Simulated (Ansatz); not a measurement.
## Converging the plane-wave cutoff: CsH₃O₂ (Amm2, 6 atoms in the cell)

```
CsH3O2
1.0
    4.27148     0.00000     0.00000
    0.00000     2.22366     4.04368
    0.00000    -2.22366     4.04368
Cs H O
1 3 2
Cartesian
  0.00000   0.00000   8.01871
  2.13574   0.00000   4.51655
  2.13574  -0.84837   2.11840
  2.13574   0.84837   2.11840
  2.13574   0.00000   5.49544
  2.13574   0.00000   2.70166
```

Method: LDA (PW92), default PAW files made with PBE (plane waves; Ansatz, a quantum-chemistry and plane-wave program).

Base settings: basis.ecutwfc = 30.9 Ry; kpoints.mp_grid.grid = 6 6 6; hamiltonian.xc = lda; hamiltonian.pseudopotentials = {kind: paw} (the program's default PAW files); scf.occupations.method = fixed.

The second cell is the first with its lattice scaled by 0.98.

The mesh stays at the base's, so the ladder's end is converged at best in this setting alone.

The first pressure column holds Ansatz's estimate of the finite-basis (Pulay) stress, which hides part of the cutoff error; the other is without it.

Only quantities that move along the ladder and can be compared are tabulated.

The count of work is k-points × plane waves × bands × iterations; it is no time. 

The starting cell comes from a database of computed structures (which also holds hypothetical and non-ambient phases and stackings), without a prior relaxation at this level. Its lattice was rescaled by up to half a per cent. One atom was moved a little off its site on purpose.

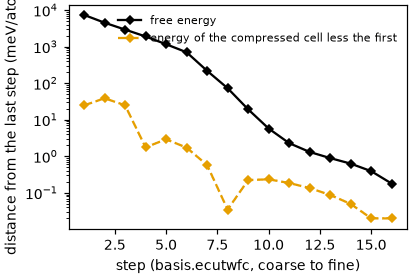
Figure: Distance from the last step along the ladder; very small values are drawn at a floor.

| basis.ecutwfc | free energy less the last step's (meV/atom) | energy of the compressed cell less the first (meV/atom) | pressure (GPa) | pressure without the Pulay estimate (GPa) | largest difference of a force vector from the last step's (eV/Å) | count of work / last |
|---|---|---|---|---|---|---|
| 10.7 Ry | 7411.77 | -27.29 | -4.65 | -181.38 | 1.669 | 0.073 |
| 12.5 Ry | 4535.68 | -41.52 | -7.60 | -140.36 | 2.039 | 0.082 |
| 14 Ry | 2937.17 | -27.45 | -5.07 | -107.42 | 1.521 | 0.091 |
| 15.4 Ry | 1905.52 | -4.40 | -2.18 | -80.33 | 0.817 | 0.11 |
| 16.9 Ry | 1167.79 | 0.29 | -2.12 | -57.05 | 0.765 | 0.14 |
| 18.4 Ry | 703.89 | -4.36 | -2.64 | -39.56 | 0.444 | 0.14 |
| 21.7 Ry | 218.66 | -3.21 | -2.44 | -16.92 | 0.090 | 0.19 |
| 24.6 Ry | 73.11 | -2.60 | -2.23 | -8.11 | 0.083 | 0.19 |
| 27.9 Ry | 19.31 | -2.41 | -2.18 | -4.03 | 0.040 | 0.23 |
| 30.9 Ry | 5.77 | -2.40 | -2.18 | -2.74 | 0.024 | 0.27 |
| 33.8 Ry | 2.29 | -2.45 | -2.20 | -2.35 | 0.019 | 0.31 |
| 37.1 Ry | 1.32 | -2.50 | -2.21 | -2.25 | 0.014 | 0.36 |
| 41.5 Ry | 0.89 | -2.55 | -2.22 | -2.24 | 0.009 | 0.42 |
| 46.3 Ry | 0.63 | -2.59 | -2.22 | -2.24 | 0.005 | 0.50 |
| 54 Ry | 0.39 | -2.62 | -2.23 | -2.24 | 0.002 | 0.62 |
| 61.7 Ry | 0.18 | -2.63 | -2.23 | -2.24 | 0.001 | 0.76 |
| 74.2 Ry | 0.00 | -2.64 | -2.23 | -2.23 | 0.000 | 1.0 |

Coarsest basis.ecutwfc that holds the free energy within 5 meV/atom of the last step, with all finer ones: 33.8 Ry, at 0.31 of the last step's count of work; the step before is off by 5.8 meV/atom.

Coarsest basis.ecutwfc that holds the pressure within 0.1 GPa of the last step, with all finer ones: 24.6 Ry, at 0.19 of the last step's count of work; the step before is off by 0.21 GPa.

Coarsest basis.ecutwfc that holds the forces within 0.02 eV/Å of the last step, with all finer ones: 33.8 Ry, at 0.31 of the last step's count of work; the step before is off by 0.024 eV/Å.

The energy difference between the two cells stays within 1 meV/atom of the last step's from 21.7 Ry on, the total only from 41.5 Ry on: much of the error is common to both cells and cancels.

At the lowest cutoff the pressure without the Pulay estimate lies 179 GPa under the last step's, the usual sign of Pulay stress in an incomplete plane-wave basis.

Keys are those of Ansatz 0.2.
